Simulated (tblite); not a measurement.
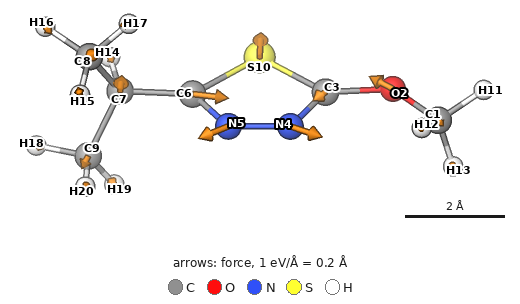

Starting geometry of C₆H₁₀N₂OS with the computed forces as orange arrows. The picture is a ball-and-stick view, seen at a tilt.

These are results of GFN2-xTB geometry optimisation, gas phase in tblite 0.8.0, not measurements. 

Question: Is this structure relaxed? If not, where do the atoms go?

Answer: It isn't relaxed: the largest force vector, on S10, is 4.15 eV/Å. The final displacements have little in common with the starting forces (cosine between the two patterns 0.26). After 98 geometry steps the energy has fallen by 1.935 eV. H13 moves most after the best rigid fit: 0.76 Å. Largest moves by element: H 0.76 Å, O 0.34 Å, S 0.33 Å, N 0.30 Å, C 0.29 Å. Some distances before and after: N4–N5 1.259 → 1.331 Å, O2–C3 1.374 → 1.320 Å, C6–S10 1.814 → 1.772 Å, C7–H14 1.130 → 1.094 Å. Bond angles that change, for instance: N5–C6–S10 97.0° → 112.9°, N4–C3–S10 98.3° → 114.1°, O2–C3–S10 134.6° → 119.2°. Groups turn about C1–O2 by about 35°, C7–C8 by about 30°. The run took 0.89 s on 1 thread of Arm Neoverse V1 (shared host).
